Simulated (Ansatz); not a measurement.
```xyz
10

W     0.4919   -0.1570   -0.2362
H     0.2235    0.0311    1.4394
O     2.3000   -0.3018    0.3781
H     2.7304   -0.1195    1.2325
F     0.5735    1.7356   -0.1514
H    -1.1450    0.1165    0.1674
O     0.0612   -1.9686   -0.0683
H    -0.7151   -2.5519   -0.0253
O    -0.1873    0.0753   -2.0228
H    -0.9267    0.6137   -2.3580
```

Core potentials replace the inner electrons of W.

All numbers below come from Ansatz 0.2.0, RKS PBE/def2-SVP.

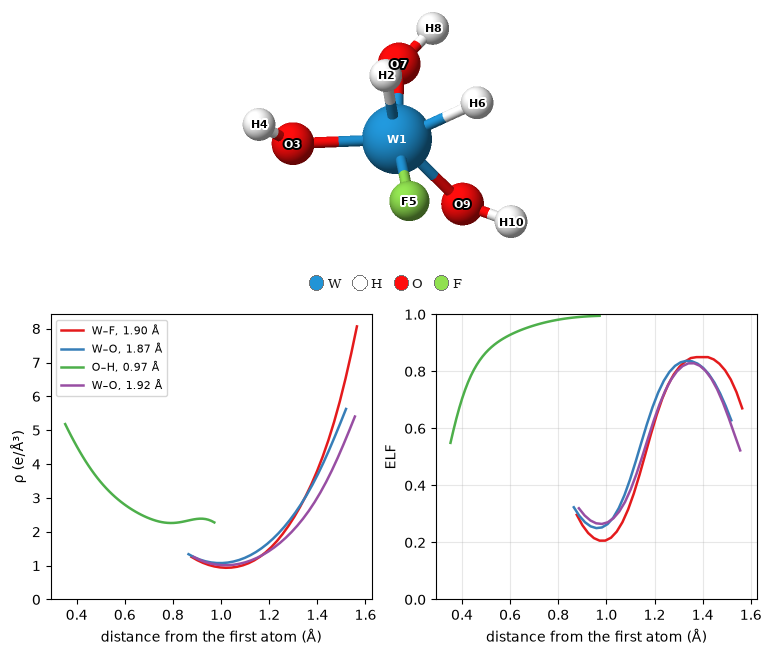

FH$_{5}$O$_{3}$W. Electron density and electron localisation function along straight lines between neighbouring atoms. The curves leave out the atomic cores. The structure is drawn too.

> Compare the contacts.

W–F (1.90 Å): the density is about 1 e/Å³ at the midpoint; the ELF peaks at about 0.85 in the valence shell of F, 0.5 Å from its nucleus, and drops to about 0.20 between the two atoms.
W–O (1.87 Å): ρ is about 1.1 e/Å³ halfway; the ELF peaks at about 0.85 in the valence shell of O, 0.5 Å from its nucleus, and drops to about 0.25 between the two atoms.
O–H (0.97 Å): the density is about 3.6 e/Å³ at the midpoint; the ELF climbs to about 1 towards the hydrogen, as it does in any bond to H (an ordinary covalent bond to hydrogen).
W–O (1.92 Å): ρ is about 1.1 e/Å³ halfway; the ELF peaks at about 0.85 in the valence shell of O, 0.6 Å from its nucleus, and drops to about 0.25 between the two atoms.
